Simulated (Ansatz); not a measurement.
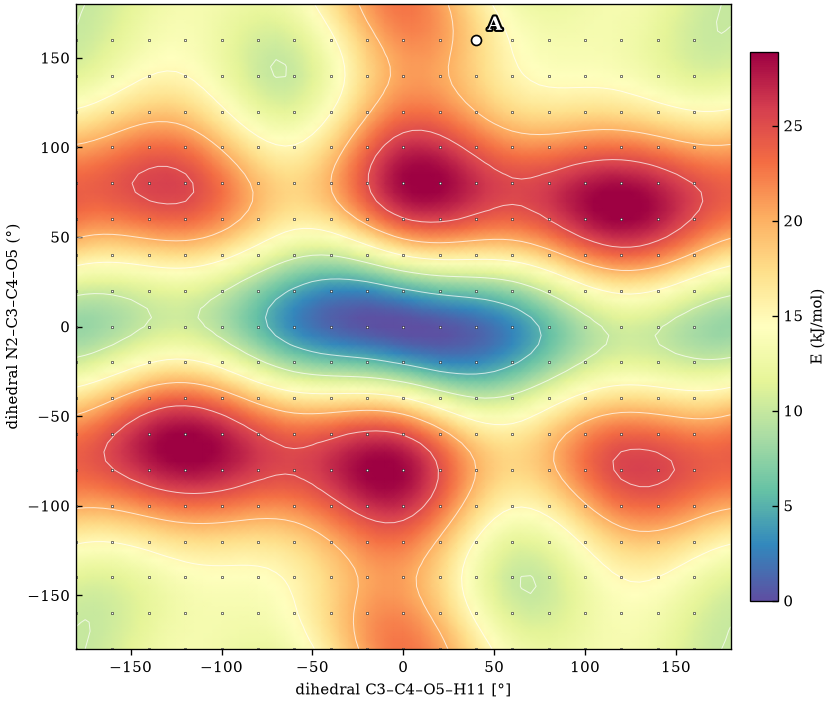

C₂H₆BNO, SMILES BN=CCO. 
- First axis: dihedral C3–C4–O5–H11. Second axis: dihedral N2–C3–C4–O5.
- Nothing is relaxed (all other coordinates rigid).
- Grid: 18 × 18 points.
- Points are written as (first, second).
- Energies are in kJ/mol, from the lowest grid point.
- Method: RKS PBE0-D4/def2-SVP (Ansatz).

In the figure: a smooth colour map with a few white contour lines, dots at the grid points, the point A. Between grid points the surface is interpolated.

Q: Is A at rest? If not, where is it pushed?

A: A, at (40°, 160°), is not a stationary point. The computed force is 0.18 kJ/mol for each degree towards larger values of dihedral C3–C4–O5–H11 and 0.012 kJ/mol for each degree towards larger values of dihedral N2–C3–C4–O5.
